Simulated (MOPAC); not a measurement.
**Geometry relaxation, with input and output: CH$_{8}$FNOSi$_{2}$ (part 2 of 2)**

The same run, continued: CH$_{8}$FNOSi$_{2}$; PM6-D3, closed shell, dispersion D3 (MOPAC 23.2.5). The atoms were displaced at random from an optimised geometry.

Geometry of the input (Å):
```
C  -0.5860  -1.2138  -0.8592
N  -0.2709  -0.1154  0.0789
Si 1.2697  -0.1892  0.8852
O  2.5581  -0.1308  -0.1199
Si -1.3439  1.2026  0.1730
F  -1.1884  2.1901  -1.0890
H  -0.2637  -2.1574  -0.4307
H  -0.0911  -1.0832  -1.8231
H  -1.6592  -1.2608  -1.0091
H  1.3905  -1.5254  1.5092
H  1.2723  0.9215  1.8630
H  2.6613  0.6489  -0.6262
H  -2.7342  0.7134  0.0871
H  -1.0414  2.0022  1.3782
```

### Output, continued
```
   1    C       -0.696266468    -1.224156492    -0.897609840
   2    N       -0.269740704    -0.155691566     0.058387711
   3   Si        1.268176034    -0.293522540     0.873234330
   4    O        2.543981842     0.199056117     0.092149039
   5   Si       -1.233682270     1.289451324     0.178267785
   6    F       -1.393417365     2.011685791    -1.232281943
   7    H       -0.327489766    -2.220331958    -0.586122839
   8    H       -0.317968322    -1.024407023    -1.918274455
   9    H       -1.799663620    -1.302537540    -0.950795597
  10    H        1.507575033    -1.696643917     1.144905564
  11    H        1.223975975     0.504076480     2.084544973
  12    H        3.198016093     0.516091350    -0.425243164
  13    H       -2.593447395     0.956529470     0.564486186
  14    H       -0.607137051     2.265030614     1.056522029

           Empirical Formula: C H8 N O Si2 F  =    14 atoms

      MOLECULAR POINT GROUP   :   C1

                  EIGENVALUES
 -40.08695 -30.64849 -30.32249 -23.63593 -21.12083 -18.06498 -16.42127 -15.52620
 -15.29501 -15.24297 -14.94242 -14.38376 -14.31098 -13.59883 -13.34768 -11.30849
 -11.19256 -10.53905 -10.00473   0.40713   0.53761   0.72502   0.75099   1.17962
   1.56066   1.66889   1.75910   1.91328   2.24378   2.84350   3.12921   3.92764
   4.78575   4.94040   4.99283   5.09264   5.18633   5.31525   5.42675   5.51411
   6.01447   6.36504

              NET ATOMIC CHARGES AND DIPOLE CONTRIBUTIONS

  ATOM NO.   TYPE          CHARGE      No. of ELECS.   s-Pop       p-Pop       d-Pop
    1          C          -0.260160        4.2602     1.07907     3.18109
    2          N          -0.475258        5.4753     1.52740     3.94786
    3         Si           0.282334        3.7177     1.08796     1.47282     1.15688
    4          O          -0.495666        6.4957     1.54351     4.95215
    5         Si           0.460882        3.5391     1.09827     1.36280     1.07804
    6          F          -0.333058        7.3331     1.93077     5.40229
    7          H           0.150379        0.8496     0.84962
    8          H           0.143356        0.8566     0.85664
    9          H           0.148379        0.8516     0.85162
   10          H           0.007103        0.9929     0.99290
   11          H           0.012925        0.9871     0.98708
   12          H           0.350311        0.6497     0.64969
   13          H           0.003242        0.9968     0.99676
   14          H           0.005230        0.9948     0.99477
 DIPOLE           X         Y         Z       TOTAL
 POINT-CHG.     0.362    -1.674     1.386     2.203
 HYBRID         0.530     0.355    -2.316     2.402
 SUM            0.891    -1.320    -0.930     1.845

          ATOMIC ORBITAL ELECTRON POPULATIONS

     Atom    s        px        py        pz      x^2-y^2     xz        z^2       yz        xy
    1  C   1.07907   1.13490   1.01306   1.03313
    2  N   1.52740   1.34420   1.24163   1.36203
    3 Si   1.08796   0.37275   0.62521   0.47486   0.33004   0.22842   0.23833   0.21706   0.14304
    4  O   1.54351   1.54291   1.75041   1.65884
    5 Si   1.09827   0.58018   0.45232   0.33030   0.23038   0.18948   0.18817   0.27999   0.19003
    6  F   1.93077   1.87693   1.82296   1.70240
    7  H   0.84962
    8  H   0.85664
    9  H   0.85162
   10  H   0.99290
   11  H   0.98708
   12  H   0.64969
   13  H   0.99676
   14  H   0.99477

          BONDING CONTRIBUTION OF EACH M.O.

  0.3124  1.4354  1.5737  1.8085  1.6909  1.5662  1.8060  0.8847  0.8485  1.2659
  1.2569  0.8735  1.1229  1.6479  1.8301  1.9742  1.9901  1.9892  1.6021 -0.3192
 -0.2688 -0.4349 -0.1842 -0.5362 -0.7285 -0.8471 -0.8690 -0.6491 -0.7101 -1.2104
 -1.5210 -1.4859 -1.5706 -1.7493 -1.8303 -1.8042 -1.7993 -1.9428 -1.7877 -1.7878
 -1.8859 -1.5566

            (VALENCIES)   BOND ORDERS

     1  C     (3.905)     8  H 0.967     7  H 0.964     9  H 0.964     2  N 0.918     5 Si 0.041     3 Si 0.038

     2  N     (3.303)     5 Si 1.169     3 Si 1.148     1  C 0.918     4  O 0.012     6  F 0.010

     3 Si     (4.662)     4  O 1.408     2  N 1.148    10  H 0.962    11  H 0.957     5 Si 0.108     1  C 0.038
                         12  H 0.011

     4  O     (2.293)     3 Si 1.408    12  H 0.857     2  N 0.012

     5 Si     (4.373)     2  N 1.169     6  F 1.101    13  H 0.964    14  H 0.959     3 Si 0.108     1  C 0.041

     6  F     (1.131)     5 Si 1.101     2  N 0.010

     7  H     (0.977)     1  C 0.964

     8  H     (0.979)     1  C 0.967

     9  H     (0.978)     1  C 0.964

    10  H     (1.000)     3 Si 0.962    11  H 0.013

    11  H     (1.000)     3 Si 0.957    10  H 0.013

    12  H     (0.877)     4  O 0.857     3 Si 0.011

    13  H     (1.000)     5 Si 0.964    14  H 0.012

    14  H     (1.000)     5 Si 0.959    13  H 0.012

           MULLIKEN POPULATION ANALYSIS

        MULLIKEN POPULATIONS AND CHARGES

      NO.  ATOM   POPULATION      CHARGE
        1    C     4.382066     -0.382066
        2    N     5.755098     -0.755098
        3   Si     3.482514      0.517486
        4    O     6.608149     -0.608149
        5   Si     3.330297      0.669703
        6    F     7.379890     -0.379890
        7    H     0.811797      0.188203
        8    H     0.817214      0.182786
        9    H     0.815005      0.184995
       10    H     0.999360      0.000640
       11    H     0.992808      0.007192
       12    H     0.615895      0.384105
       13    H     1.005902     -0.005902
       14    H     1.004004     -0.004004

          Chemical-Potential Equalization

          Energy                    =                  NaN   kcal/mol
          Pot(1)                    =                  NaN   eV
          Dipole correction(1)      =                  NaN   au

 *                    *
 * JOB ENDED NORMALLY *
 *                    *

 TOTAL JOB TIME:             0.59 SECONDS

 == MOPAC DONE ==
```

### Trajectory as extended XYZ (Å, eV, eV/Å), 8 of the 78 frames kept, from step=0 to step=77
```
14
Properties=species:S:1:pos:R:3:forces:R:3 step=0 energy=-8.70568
C    -0.5860   -1.2138   -0.8592    0.0169  -0.0683  -0.0790
N    -0.2709   -0.1154    0.0789    0.7768   0.0016   0.2832
Si    1.2697   -0.1892    0.8852   -0.6968  -0.9152   1.6386
O     2.5581   -0.1308   -0.1199   -0.1615   0.6358   0.0220
Si   -1.3439    1.2026    0.1730   -0.9217   1.2161   0.1017
F    -1.1884    2.1901   -1.0890   -0.0402  -0.1591   0.3057
H    -0.2637   -2.1574   -0.4307    0.0991  -0.7700   0.0721
H    -0.0911   -1.0832   -1.8231    0.1510   0.0251  -0.4417
H    -1.6592   -1.2608   -1.0091   -0.6728  -0.2997  -0.3290
H     1.3905   -1.5254    1.5092    0.0908   0.4538  -0.1805
H     1.2723    0.9215    1.8630    0.2785  -0.2753  -0.3555
H     2.6613    0.6489   -0.6262    0.9022   0.1024  -0.7640
H    -2.7342    0.7134    0.0871    0.3324   0.1808   0.0727
H    -1.0414    2.0022    1.3782   -0.1547  -0.1279  -0.3462
14
Properties=species:S:1:pos:R:3:forces:R:3 step=11 energy=-9.21815
C    -0.6019   -1.2661   -0.8663   -0.0651  -0.2833  -0.0455
N    -0.2969   -0.1851    0.1157   -0.0708   0.1406   0.0862
Si    1.2562   -0.2158    0.9145   -0.0570   0.2048   0.1099
O     2.4126    0.1104   -0.1030    0.2573   0.0276  -0.2774
Si   -1.3098    1.2268    0.1701   -0.1448   0.0748   0.1806
F    -1.1323    2.1838   -1.0841    0.0609   0.0297  -0.1127
H    -0.2904   -2.2675   -0.4881   -0.0257   0.1828  -0.0204
H    -0.0973   -1.0966   -1.8364    0.0191   0.0151   0.0145
H    -1.6881   -1.3450   -1.0701   -0.0013   0.0200   0.0293
H     1.4694   -1.5429    1.4381    0.1150  -0.0930  -0.0156
H     1.3510    0.8029    1.9573   -0.1012  -0.1075  -0.1256
H     2.9015    0.3446   -0.8266    0.0403  -0.0694   0.2340
H    -2.6952    0.8119    0.1041   -0.0918  -0.0298  -0.0035
H    -1.0365    2.0712    1.3295    0.0650  -0.1124  -0.0539
14
Properties=species:S:1:pos:R:3:forces:R:3 step=22 energy=-9.25822
C    -0.6245   -1.2777   -0.8533   -0.0079  -0.0269   0.0059
N    -0.3158   -0.1765    0.1124    0.0150   0.0016  -0.0063
Si    1.2603   -0.2087    0.8714    0.0015   0.0437   0.0099
O     2.4692    0.1120   -0.0883    0.0194   0.0244   0.0337
Si   -1.3417    1.2310    0.1789   -0.0012   0.0119  -0.0411
F    -1.1321    2.1783   -1.0850   -0.0009   0.0037  -0.0063
H    -0.3048   -2.2645   -0.4592   -0.0206   0.0580  -0.0008
H    -0.1162   -1.1159   -1.8239   -0.0335  -0.0083   0.0013
H    -1.7101   -1.3575   -1.0469   -0.0270   0.0030  -0.0051
H     1.5217   -1.5463    1.3595   -0.0292  -0.0271   0.0022
H     1.2961    0.7819    1.9320    0.0017  -0.0051  -0.0173
H     3.0736    0.3320   -0.7048    0.0247   0.0050  -0.0034
H    -2.7461    0.8597    0.1092    0.0410  -0.0635   0.0157
H    -1.0309    2.0551    1.3361    0.0170  -0.0202   0.0117
14
Properties=species:S:1:pos:R:3:forces:R:3 step=33 energy=-9.26899
C    -0.6603   -1.2830   -0.8499   -0.0073   0.0062  -0.0022
N    -0.2950   -0.1683    0.0790    0.0048  -0.0014  -0.0030
Si    1.2703   -0.2071    0.8552   -0.0069  -0.0050   0.0035
O     2.5186    0.1207   -0.0492   -0.0096  -0.0090   0.0165
Si   -1.3335    1.2271    0.1693    0.0002   0.0000   0.0006
F    -1.1719    2.1941   -1.0858   -0.0007  -0.0080  -0.0095
H    -0.3491   -2.2642   -0.4422    0.0048   0.0011  -0.0020
H    -0.1873   -1.1537   -1.8415    0.0037   0.0002  -0.0039
H    -1.7546   -1.3440   -1.0051   -0.0101  -0.0023  -0.0013
H     1.4962   -1.5541    1.3390    0.0104  -0.0018  -0.0045
H     1.2835    0.7758    1.9219    0.0052   0.0050   0.0057
H     3.1577    0.3354   -0.6323    0.0040   0.0083  -0.0061
H    -2.7232    0.8041    0.1270    0.0008   0.0026   0.0079
H    -1.0145    2.0419    1.3308    0.0009   0.0040  -0.0018
14
Properties=species:S:1:pos:R:3:forces:R:3 step=44 energy=-9.27050
C    -0.6726   -1.2600   -0.8610   -0.0011  -0.0011  -0.0016
N    -0.2885   -0.1660    0.0853    0.0003   0.0010  -0.0018
Si    1.2752   -0.2233    0.8620   -0.0043  -0.0012   0.0020
O     2.5262    0.1323   -0.0268   -0.0007   0.0006   0.0068
Si   -1.3213    1.2344    0.1750    0.0019   0.0051   0.0021
F    -1.2035    2.1494   -1.1235   -0.0117   0.0044  -0.0038
H    -0.3556   -2.2506   -0.4829    0.0149   0.0003   0.0045
H    -0.2181   -1.1074   -1.8583    0.0019  -0.0092  -0.0006
H    -1.7706   -1.3175   -0.9955    0.0009  -0.0027  -0.0036
H     1.5087   -1.5812    1.3109   -0.0068  -0.0008  -0.0042
H     1.2841    0.7336    1.9528   -0.0043  -0.0047   0.0042
H     3.1684    0.3669   -0.5994   -0.0017   0.0029  -0.0064
H    -2.7114    0.8122    0.2012   -0.0036   0.0082   0.0031
H    -0.9621    2.0918    1.2931    0.0145  -0.0030  -0.0008
14
Properties=species:S:1:pos:R:3:forces:R:3 step=55 energy=-9.27529
C    -0.6813   -1.2316   -0.8781   -0.0061  -0.0044  -0.0048
N    -0.2743   -0.1498    0.0730   -0.0078  -0.0068   0.0022
Si    1.2746   -0.2763    0.8714   -0.0019   0.0015   0.0001
O     2.5403    0.1733    0.0472   -0.0025   0.0007  -0.0006
Si   -1.2734    1.2732    0.1776   -0.0142   0.0256  -0.0044
F    -1.3296    2.0624   -1.2081   -0.0013  -0.0242   0.0500
H    -0.3274   -2.2243   -0.5381   -0.0093   0.0031  -0.0071
H    -0.2755   -1.0530   -1.8923    0.0060   0.0093   0.0094
H    -1.7831   -1.3044   -0.9626   -0.0030  -0.0059   0.0033
H     1.5014   -1.6744    1.1831    0.0052   0.0190  -0.0004
H     1.2611    0.5593    2.0581   -0.0044   0.0005  -0.0174
H     3.1855    0.4636   -0.4974   -0.0095  -0.0013   0.0150
H    -2.6565    0.8950    0.4322    0.0601   0.0172  -0.0097
H    -0.7428    2.2168    1.1530   -0.0115  -0.0344  -0.0355
14
Properties=species:S:1:pos:R:3:forces:R:3 step=66 energy=-9.27659
C    -0.6993   -1.2182   -0.9007   -0.0024   0.0013  -0.0016
N    -0.2671   -0.1528    0.0564   -0.0028  -0.0010   0.0007
Si    1.2685   -0.3022    0.8736    0.0090   0.0038  -0.0039
O     2.5466    0.2058    0.1054    0.0022  -0.0036   0.0085
Si   -1.2254    1.2958    0.1779   -0.0204   0.0314  -0.0023
F    -1.4148    1.9932   -1.2440    0.0036  -0.0128   0.0476
H    -0.3248   -2.2147   -0.5974   -0.0046  -0.0024  -0.0007
H    -0.3305   -1.0136   -1.9243   -0.0017   0.0031   0.0093
H    -1.8033   -1.2980   -0.9438    0.0051  -0.0044  -0.0019
H     1.5041   -1.7105    1.1236    0.0086   0.0095  -0.0026
H     1.2244    0.4752    2.0983   -0.0124  -0.0006  -0.0061
H     3.2045    0.5350   -0.3999   -0.0116  -0.0075  -0.0018
H    -2.5798    0.9752    0.6024    0.0474   0.0100  -0.0183
H    -0.5729    2.2835    1.0273   -0.0200  -0.0267  -0.0270
14
Properties=species:S:1:pos:R:3:forces:R:3 step=77 energy=-9.27694
C    -0.6963   -1.2242   -0.8976   -0.0004  -0.0004   0.0002
N    -0.2697   -0.1557    0.0584   -0.0002  -0.0002   0.0002
Si    1.2682   -0.2935    0.8732    0.0001   0.0002   0.0000
O     2.5440    0.1991    0.0921    0.0000   0.0005  -0.0002
Si   -1.2337    1.2895    0.1783    0.0005  -0.0006   0.0003
F    -1.3934    2.0117   -1.2323    0.0004  -0.0001  -0.0007
H    -0.3275   -2.2203   -0.5861   -0.0003  -0.0001   0.0001
H    -0.3180   -1.0244   -1.9183    0.0002  -0.0002  -0.0002
H    -1.7997   -1.3025   -0.9508   -0.0005  -0.0001  -0.0001
H     1.5076   -1.6966    1.1449   -0.0002  -0.0001   0.0000
H     1.2240    0.5041    2.0845    0.0002   0.0001   0.0001
H     3.1980    0.5161   -0.4252    0.0001   0.0008  -0.0002
H    -2.5934    0.9565    0.5645   -0.0004   0.0000  -0.0001
H    -0.6071    2.2650    1.0565    0.0004   0.0001   0.0006
```

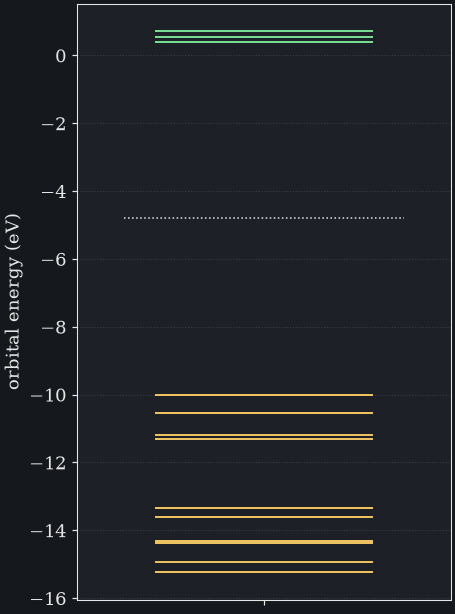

Figure 1. Orbital energies near the frontier; the dotted line parts filled from empty levels, and levels within 0.02 eV of each other stand side by side. Highest filled −10.00 eV, lowest empty 0.41 eV, 10.41 eV apart.

### Key numbers

```tsv
quantity	value
outcome	converged
total energy	−48.677201 hartree
dispersion energy	−0.005031 hartree
heat of formation	−213.93 kcal/mol
basis functions	42
largest force	0.001 eV/Å
HOMO	−10.01 eV
LUMO	0.41 eV
dipole moment	1.84 D
wall time	0.62 s
peak memory	0.071 GiB
```

### Notes

MOPAC's energies along a path are heats of formation.
